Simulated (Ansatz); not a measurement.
# GaC (hypothetical, Pm-3m): phonons against volume

Wanted: mode Grüneisen parameters of GaC (hypothetical) and a free-energy fit over volumes. The crystal structure is hypothetical: it was made by swapping elements on a known structure type.

Main program and level: Ansatz 0.2.0; DFT PBEsol, scalar-relativistic, plane waves, PAW.

### Step 1. The starting structure

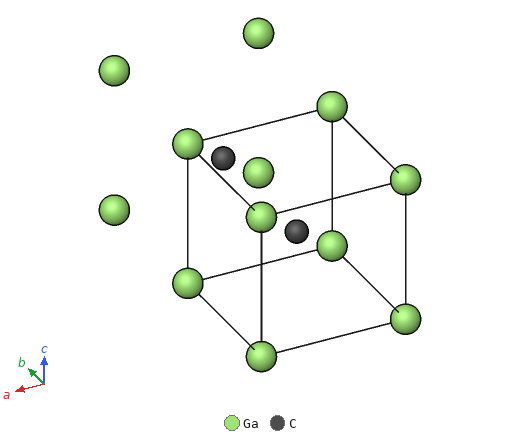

Start, viewed from a free direction; gallium green, carbon dark grey. 1×2×1 cells are drawn. Some periodic images of atoms are drawn too.

### Step 2. A first coarse run

A cheap single point shows whether the cell is a metal or an insulator and how far it is from rest; that sets the k-mesh and the occupations of what follows.

The input, input.yaml:

```yaml
crystal:
  lattice:
    - [3.55547, 0.0, 0.0]
    - [0.0, 3.55547, 0.0]
    - [0.0, 0.0, 3.55547]
  atoms:
    - { symbol: Ga, position: [0.0, 0.0, 0.0] }
    - { symbol: C, position: [0.5, 0.5, 0.5] }
kpoints:
  mp_grid: { grid: [6, 6, 6] }
hamiltonian:
  xc: pbesol
scf:
  occupations: { method: gaussian, width: 0.1 }
output:
  forces: true
  stress: true
  eigenvalues: true
```

Launch:

```bash
$ ansatz run input.yaml --threads 4 --pin off --max-ram 8192MiB --backend cpu --events-out ev --progress --plain --runs-dir out
```

Numbers of over 12 decimals in the logs are rounded to 6 here.

What it wrote:

```text
Engine: ansatz 0.2.0, aarch64-unknown-linux-gnu
Pseudopotentials: kind: paw
Pseudopotential: Ga, paw, valence charge 13, recommended cutoff 420 eV (normal), Ga.paw.azcp
Pseudopotential: C, paw, valence charge 4, recommended cutoff 420 eV (normal), C.paw.azcp
Functional definition: PBEsol
  exchange = pbesol_x
  correlation = pbesol_c
Crystal: 2 atoms, lattice volume = 44.946 Å³
Basis set: ecut = 420 eV, 895 PW (Γ), exchange–correlation on 48×48×48 points (8 copies of the dense FFT grid, shifted against one another)
Bands: 13, of which v1, the nominal top of the filled ones, is band 9 counted from 1 (8 counted from 0)
Symmetry: 48 space group operations
Space group: Pm-3m (ITA 221), of the structure as read, at distance tolerance 3.6e-5 Å
k-points: 20 of 216
Non-local potential: Ga, projectors of the file, l = 0: 2, l = 1: 2, l = 2: 3, l = 3: 1
Non-local potential: C, projectors of the file, l = 0: 2, l = 1: 2, l = 2: 1
PAW form: soft (Blöchl's): semilocal exchange-correlation on the pseudo side does not see the compensation charge
PAW frozen core: Ga, regenerated for the run's functional, and the local potential with it (the file was generated under x = pbe(κ = 0.804, μ = 0.219515), c = pbe(β = 0.066725))
PAW frozen core: C, regenerated for the run's functional, and the local potential with it (the file was generated under x = pbe(κ = 0.804, μ = 0.219515), c = pbe(β = 0.066725))
PAW one-centre angular grid: Ga, 590 points (default); XC on 64 Gauss nodes
PAW one-centre angular grid: C, 110 points (default); XC on 64 Gauss nodes
Initial density: superposition of atomic densities (neutral atoms: chi_scale 0, normalization atom), corrected by the library's trained network
Initial wavefunctions: pseudopotential atomic-orbital guess
Functional: x = pbesol(κ = 0.804, μ = 0.123457), c = pbesol(β = 0.046)
SCF iter   1: F=—  HF=-3983.512912 eV  |F-HF|=—  |Δ(HF+E_count)|=         —  Δρ=8.12e-3  dr2=5.18e-2  ethr=1.77e-3  ⟨swp⟩=5.0  Hψ=1297  notcnv=0
preconditioner: auto → none  [metal: Δε(μ)=0.100 eV  Ē_g=13.665 eV  σ=0.100 eV  W_gap=0.45  n_scr=6 (ndim 8)  ℏωp=22.8 eV  f_vac=0.000  D(μ)=2.28/eV (n_scr^D=18)  sad-step TF]
SCF iter   2: F=—  HF=-3983.506799 eV  |F-HF|=—  |Δ(HF+E_count)|=   6.11e-3  Δρ=5.70e-3  dr2=2.61e-2  ethr=3.05e-4  ⟨swp⟩=1.0  Hψ=420  notcnv=0
SCF iter   3: F=—  HF=-3983.501173 eV  |F-HF|=—  |Δ(HF+E_count)|=   5.63e-3  Δρ=9.94e-4  dr2=9.06e-4  ethr=1.53e-4  ⟨swp⟩=1.3  Hψ=266  notcnv=0
SCF iter   4: F=—  HF=-3983.500951 eV  |F-HF|=—  |Δ(HF+E_count)|=   2.22e-4  Δρ=2.94e-4  dr2=1.22e-5  ethr=5.33e-6  ⟨swp⟩=2.8  Hψ=420  notcnv=0
SCF iter   5: F=—  HF=-3983.500989 eV  |F-HF|=—  |Δ(HF+E_count)|=   3.77e-5  Δρ=4.35e-5  dr2=2.85e-7  ethr=7.15e-8  ⟨swp⟩=2.0  Hψ=421  notcnv=0
SCF iter   6: F=-3983.500990 eV  HF=-3983.500990 eV  |F-HF|=1.65e-9  |Δ(HF+E_count)|=   8.52e-7  Δρ=6.74e-6  dr2=1.35e-8  ethr=5.88e-10  ⟨swp⟩=5.5  Hψ=1160  notcnv=0
SCF 1 converged in 6 iterations: F = -3983.500990 eV  dr2 = 1.35e-8
  greatest PAW one-centre occupation: 0.995 electrons in one spin orbital (limit 2), on the Ga atom at site 0 (counted from 0), in its partial waves of l = 2
SCF converged after 6 iterations
Free energy (F): -3983.500990 eV
Harris-Foulkes:  -3983.500990 eV  (|F-HF|=1.65e-9)
Internal energy: -3983.490530 eV  (E = F + TS)
E sigma→0 (E₀):  -3983.495760 eV
Entropy (-TS):   -0.010460 eV (-5.230 meV/atom)
Fermi energy:    3.381219 eV
--- Per-component energies (eV) ---
  E_band       = -116.519204
  E_kinetic    = 180.659808
  E_local      = -2242.278422  (includes V_loc(G=0)·N_el)
  E_nonlocal   = 451.940703
  E_hartree    = 1004.948351
  E_xc         = -108.090030
  E_vxc        = -106.328541  (∫ρ·V_xc dr)
  E_paw        = -2039.745333  (= ΣΔE_a)
  E_vpaw       = -410.410107  (= ΣTr[D̂ρ^β])
  E_aug_tail   = -0.000089  (compensation charges beyond the density's cutoff)
  E_ewald      = -1231.809597
  E_core_change = 0.884078  (= ΣΔE_core)
  E_smearing   = -0.010460  (= −TS)
  E_closure    = -0.000000  (closes the sum)
  Σ components = -3983.500990   (vs F -3983.500990, Δ=0.00e0)
--- Forces (eV/Å), atoms counted from 1 ---
  atom   1  Ga    -0.00000000    -0.00000000    -0.00000000
  atom   2  C      0.00000000     0.00000000     0.00000000
  max |Σ_I F_I| component: 9.04e-31 eV/Å
--- Stress (GPa, compression-positive) ---
      -17.315157       0.000000       0.000000
        0.000000     -17.315157       0.000000
       -0.000000       0.000000     -17.315157
  P = ⅓ Tr σ = -17.3152 GPa (-173.152 kbar)
--- Band table (eV; the first three rows and the last of 20) ---
  k-point 0: bands = [... 5 lower, -6.6372, -0.0059, 3.4758, 3.4758, 3.4758, 10.4136, 10.4136, 10.4136]
  k-point 1: bands = [... 5 lower, -6.4201, -0.5073, 3.5270, 3.6239, 3.6239, 8.6838, 10.1751, 10.1751]
  k-point 2: bands = [... 5 lower, -5.8638, -1.6422, 3.9584, 3.9584, 4.0394, 6.7879, 9.6248, 9.6248]
  k-point 19: bands = [... 5 lower, -4.4033, 1.4335, 2.5613, 2.5613, 2.5613, 4.9884, 4.9884, 4.9884]
```

Elapsed: 0.33 s, on 4 threads of Arm Neoverse V2, shared host; peak memory 0.28 GiB.

This step gave:

```
pressure          : -17.32 GPa
volume per atom   : 22.47 Å³
gap on the k-mesh : 0 eV
```

The start is under -17 GPa at this level and looks like a metal on this mesh.

### Step 3. A loose first relaxation

The start is far from rest, so a relaxation with loose thresholds first brings it near the minimum.

input.yaml: that of step 2 with these lines changed.

```diff
@@ -18 +18,6 @@
   eigenvalues: true
+relax:
+  adjacent_minimum: "off"
+  f_tol: 0.05
+  max_steps: 80
+  cell: { stress_tol: 0.5 }
```

What it wrote:

```text
[...]
Crystal: 2 atoms, lattice volume = 44.946 Å³
Basis set: ecut = 420 eV, 895 PW (Γ), exchange–correlation on 48×48×48 points (8 copies of the dense FFT grid, shifted against one another)
Bands: 13, of which v1, the nominal top of the filled ones, is band 9 counted from 1 (8 counted from 0)
Symmetry: 48 space group operations
[...]
k-points: 20 of 216
[...]
SCF iter   1: F=—  HF=-3983.512912 eV  |F-HF|=—  |Δ(HF+E_count)|=         —  Δρ=8.12e-3  dr2=5.18e-2  ethr=1.77e-3  ⟨swp⟩=5.0  Hψ=1297  notcnv=0
[...]
SCF iter   6: F=-3983.500990 eV  HF=-3983.500990 eV  |F-HF|=1.65e-9  |Δ(HF+E_count)|=   8.52e-7  Δρ=6.74e-6  dr2=1.35e-8  ethr=5.88e-10  ⟨swp⟩=5.5  Hψ=1160  notcnv=0
SCF 1 converged in 6 iterations: F = -3983.500990 eV  dr2 = 1.35e-8
[...]
relax step   1: F+E_penalty+E_count = -3983.50098954 eV  Δ(F+E_penalty+E_count) = +0.000e0 eV  max|allowed force component| = 4.602e-31 eV/Å  Δτ_max = 0.0000 Å  P = -17.315 GPa  Ω = 44.946 Å³  (6 SCF iters, dr2 threshold 1.00e-7 eV, accepted)
Crystal: 2 atoms, lattice volume = 38.688 Å³
Basis set: ecut = 420 eV, 739 PW (Γ), exchange–correlation on 48×48×48 points (8 copies of the dense FFT grid, shifted against one another)
[...]
iter 1 solved again at ethr=2.59e-5 eV; its pass at ethr=3.10e-3 eV (dr2=4.41e-3 eV) is discarded
[...]
SCF iter   6: F=-3984.234478 eV  HF=-3984.234478 eV  |F-HF|=5.65e-10  |Δ(HF+E_count)|=   2.95e-8  Δρ=2.38e-6  dr2=1.25e-9  ethr=8.36e-10  ⟨swp⟩=2.2  Hψ=922  notcnv=0
SCF 2 converged in 6 iterations: F = -3984.234478 eV  dr2 = 1.25e-9
relax step   2: F+E_penalty+E_count = -3984.23447842 eV  Δ(F+E_penalty+E_count) = -7.335e-1 eV  max|allowed force component| = 3.985e-31 eV/Å  Δτ_max = 0.0000 Å  P = -19.966 GPa  Ω = 38.688 Å³  energy of the carried Pulay correction = +5.124e-3 eV  (6 SCF iters, dr2 threshold 2.00e-7 eV, accepted)
Crystal: 2 atoms, lattice volume = 33.039 Å³
Basis set: ecut = 420 eV, 619 PW (Γ), exchange–correlation on 48×48×48 points (8 copies of the dense FFT grid, shifted against one another)
[...]
SCF iter   6: F=-3984.962349 eV  HF=-3984.962349 eV  |F-HF|=1.68e-10  |Δ(HF+E_count)|=   3.38e-9  Δρ=1.18e-6  dr2=1.57e-10  ethr=3.78e-11  ⟨swp⟩=1.1  Hψ=775  notcnv=0
SCF 3 converged in 6 iterations: F = -3984.962349 eV  dr2 = 1.57e-10
relax step   3: F+E_penalty+E_count = -3984.96234899 eV  Δ(F+E_penalty+E_count) = -7.279e-1 eV  max|allowed force component| = 3.533e-31 eV/Å  Δτ_max = 0.0000 Å  P = -20.625 GPa  Ω = 33.039 Å³  energy of the carried Pulay correction = +1.046e-2 eV  (6 SCF iters, dr2 threshold 2.00e-7 eV, accepted)
[...]
relax step   4: F+E_penalty+E_count = -3985.61119834 eV  Δ(F+E_penalty+E_count) = -6.488e-1 eV  max|allowed force component| = 1.578e-30 eV/Å  Δτ_max = 0.0000 Å  P = -19.751 GPa  Ω = 27.969 Å³  energy of the carried Pulay correction = +1.595e-2 eV  (6 SCF iters, dr2 threshold 2.00e-7 eV, accepted)
[...]
relax step   5: F+E_penalty+E_count = -3986.06666666 eV  Δ(F+E_penalty+E_count) = -4.555e-1 eV  max|allowed force component| = 1.249e-30 eV/Å  Δτ_max = 0.0000 Å  P = -9.233 GPa  Ω = 23.337 Å³  energy of the carried Pulay correction = +2.166e-2 eV  (6 SCF iters, dr2 threshold 2.00e-7 eV, accepted)
[...]
relax step   6: F+E_penalty+E_count = -3986.09933528 eV  Δ(F+E_penalty+E_count) = -3.267e-2 eV  max|allowed force component| = 2.104e-30 eV/Å  Δτ_max = 0.0000 Å  P = +8.411 GPa  Ω = 20.390 Å³  energy of the carried Pulay correction = +2.569e-2 eV  (6 SCF iters, dr2 threshold 2.00e-7 eV, accepted)
[...]
relax step   7: F+E_penalty+E_count = -3986.12579392 eV  Δ(F+E_penalty+E_count) = -2.646e-2 eV  max|allowed force component| = 9.532e-31 eV/Å  Δτ_max = 0.0000 Å  P = -0.077 GPa  Ω = 21.527 Å³  energy of the carried Pulay correction = +2.410e-2 eV  (7 SCF iters, dr2 threshold 2.00e-7 eV, accepted)
Basis set: ecut = 420 eV, 437 PW (Γ), exchange–correlation on 40×40×40 points (8 copies of the dense FFT grid, shifted against one another)
[...]
SCF iter   1: F=—  HF=-3986.121328 eV  |F-HF|=—  |Δ(HF+E_count)|=         —  Δρ=5.76e-4  dr2=1.56e-5  ethr=3.78e-8  ⟨swp⟩=2.8  Hψ=1981  notcnv=0
eigensolver tolerance schedule calibrated: the retry pair's looser diagonalisation under-reported the residual by θ = 0.59 (0.12/decade); ethr = c·dr2/N_el runs at the constant in force after the calibration composes with the one it found (an armed cap, an earlier calibration), c = 7.0e-2
[...]
SCF iter   2: F=—  HF=-3986.121334 eV  |F-HF|=—  |Δ(HF+E_count)|=   6.64e-6  Δρ=3.88e-4  dr2=9.87e-6  ethr=3.78e-8  ⟨swp⟩=2.0  Hψ=422  notcnv=0
[...]
SCF iter   6: F=-3986.121338 eV  HF=-3986.121338 eV  |F-HF|=9.09e-13  |Δ(HF+E_count)|=  7.55e-11  Δρ=1.71e-7  dr2=1.17e-12  ethr=1.00e-12  ⟨swp⟩=1.9  Hψ=774  notcnv=0
SCF 8 converged in 6 iterations: F = -3986.121338 eV  dr2 = 1.17e-12
relax step   8: F+E_penalty+E_count = -3986.12133779 eV  Δ(F+E_penalty+E_count) = +4.456e-3 eV  max|allowed force component| = 1.085e-30 eV/Å  Δτ_max = 0.0000 Å  P = -0.324 GPa  Ω = 21.527 Å³  stress off target by 3.24e-1 GPa  SCF on the basis re-selected at this cell (its energy is not comparable with the rows above)  (6 SCF iters)
basis re-selected at this cell: Δ(F+E_penalty+E_count) = +4.456e-3 eV, ΔP = -0.247 GPa vs the last step (what re-selecting the basis moved, of the pressure what is left beyond the Pulay correction that the steps carried, after the strain that the cell walked since its last selection, with what the two solves' SCF thresholds leave and, on support functions, any second-order correction that the steps lacked; it is no measure of the basis error at this ecutwfc). The dense FFT grid was sized anew with the basis: this SCF ran on 20×20×20 points, the steps before it on 24×24×24, so part of this shift can come from that change (see relax.cell in the input reference). [rest of the remark cut]
SCF converged after 6 iterations
Free energy (F): -3986.121338 eV
[...]
Internal energy: -3986.111462 eV  (E = F + TS)
E sigma→0 (E₀):  -3986.116400 eV
Entropy (-TS):   -0.009876 eV (-4.938 meV/atom)
Fermi energy:    12.127649 eV
[...]
--- Stress (GPa, compression-positive) ---
       -0.323835      -0.000000      -0.000000
       -0.000000      -0.323835      -0.000000
       -0.000000      -0.000000      -0.323835
  P = ⅓ Tr σ = -0.3238 GPa (-3.238 kbar)
--- Band table (eV; the first three rows and the last of 20) ---
  k-point 0: bands = [... 5 lower, -2.4783, 11.9042, 11.9042, 11.9042, 13.4707, 21.0181, 21.0181, 26.1108]
  k-point 1: bands = [... 5 lower, -2.4748, 8.9667, 12.2819, 12.2819, 14.9254, 21.4773, 21.6464, 25.1267]
  k-point 2: bands = [... 5 lower, -1.1333, 5.2275, 13.1831, 13.1831, 16.3061, 20.2365, 22.8654, 23.0313]
  k-point 19: bands = [... 5 lower, 5.0442, 9.8860, 9.8860, 9.8860, 13.0998, 13.0998, 13.0998, 14.4420]
--- Relaxed structure (7 steps of the walk, 7 accepted, 1 SCFs on fresh bases) ---
  F+E_penalty+E_count = -3986.12133779 eV   max|allowed force component| = 1.085e-30 eV/Å   (the final SCF, on the basis selected at the relaxed cell)
  cell:  # Å, volume = 21.5271 Å³
    - [2.781815, 0, 0]
    - [0, 2.781815, 0]
    - [0, 0, 2.781815]
  atoms:
    - { symbol: Ga, position: [0, 0, 0] }
    - { symbol: C, position: [0.500000, 0.5, 0.500000] }
```

Elapsed: 2.2 s, on 4 threads; peak memory 0.3 GiB.

The steps of the relaxation:

| step | energy less that of the first step (eV) | largest force component (eV/Å) | pressure (GPa) | volume (Å³) |
| --- | --- | --- | --- | --- |
| 1 | 0.0000 | 0.0000 | -17.32 | 44.95 |
| 2 | -0.7335 | 0.0000 | -19.97 | 38.69 |
| 3 | -1.4614 | 0.0000 | -20.62 | 33.04 |
| 4 | -2.1102 | 0.0000 | -19.75 | 27.97 |
| 5 | -2.5657 | 0.0000 | -9.23 | 23.34 |
| 6 | -2.5983 | 0.0000 | 8.41 | 20.39 |
| 7 | -2.6248 | 0.0000 | -0.08 | 21.53 |
| 8* | -2.6203 | 0.0000 | -0.32 | 21.53 |

Relaxation steps marked * repeat the geometry before them on a plane-wave basis chosen anew for their cell, so energy and pressure can jump there.

Forces are held to the 48 operations that the run works with; a distortion that breaks them can't arise in this run.

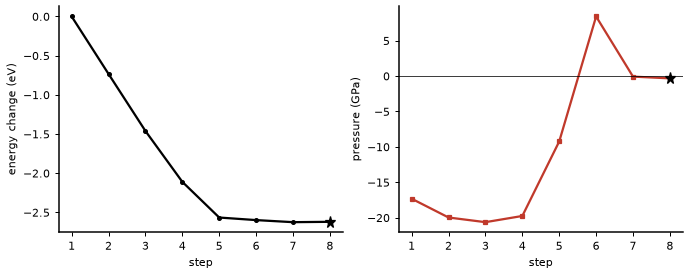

Energy and pressure along the relaxation. Stars mark steps on a basis chosen anew.

| cell as run | before | after | change |
| --- | --- | --- | --- |
| a (Å) | 3.555 | 2.782 | -21.8 % |
| b (Å) | 3.555 | 2.782 | -21.8 % |
| c (Å) | 3.555 | 2.782 | -21.8 % |
| volume (Å³/atom) | 22.47 | 10.76 | -52.1 % |

Final coordinates:

```xyz
2
Lattice="2.7818 0.0000 0.0000 0.0000 2.7818 0.0000 0.0000 0.0000 2.7818" Properties=species:S:1:pos:R:3 pbc="T T T"
Ga    0.0000    0.0000    0.0000
C     1.3909    1.3909    1.3909
```

This step gave:

```
pressure        : -0.3238 GPa
volume per atom : 10.76 Å³
```

The relaxation ends with a pressure of -0.32 GPa.

(Continued in part 2 of 4.)

[Logs are printed without paths, hosts, clocks, repeated set-up lines and the standing remarks that a program may print on its own settings, such as how far it seeks lower states.]

[Hosts, paths, dates, database ids (printed as entryN), source tags and the programs' standing remarks are cut or masked in the printed files.]

[A step with changed settings may run another functional than the one named; its input shows which.]

[Of the runs on displaced cells, only some may be shown.]
